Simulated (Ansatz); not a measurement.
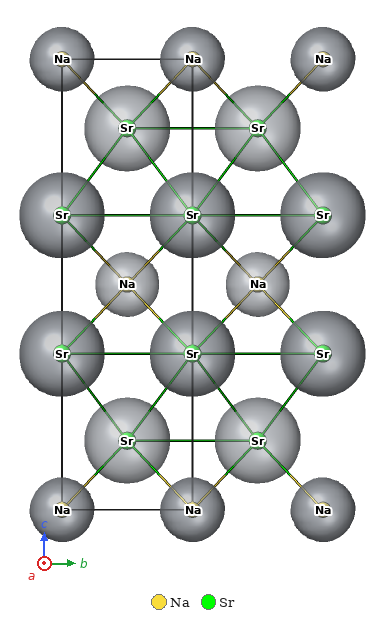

The picture shows: NaSr₂. Isosurface of the valence pseudo-density at 0.1 e/Å³ (grey), seen along the a axis. Sticks mark near contacts.

Space group I4/mmm; a generated structure, not necessarily the stable one; changed on purpose from its base cell (volume × 0.88, shape and atoms relaxed); computed without spin polarisation.

These are results of DFT PBE, scalar-relativistic, plane waves, PAW (Ansatz 0.2.0), not measurements.

Core electrons are frozen (PAW), and the valence fields are smoothed inside the atomic spheres.

Q: How is the density connected at this value?

A: At this value the density breaks into separate islands; it holds about 80 % of the electrons treated as valence (semicore included). It bridges none of the near contacts. It is pinched off along the sampled Na–Sr (3.72 Å), Sr–Sr (4.10 Å) and Sr–Sr (4.22 Å) contacts. On the grid the lowest density along these lines, outside the cores, is 0.04 e/Å³ (Na–Sr, 3.72 Å), 0.05 e/Å³ (Sr–Sr, 4.10 Å) and 0.04 e/Å³ (Sr–Sr, 4.22 Å).
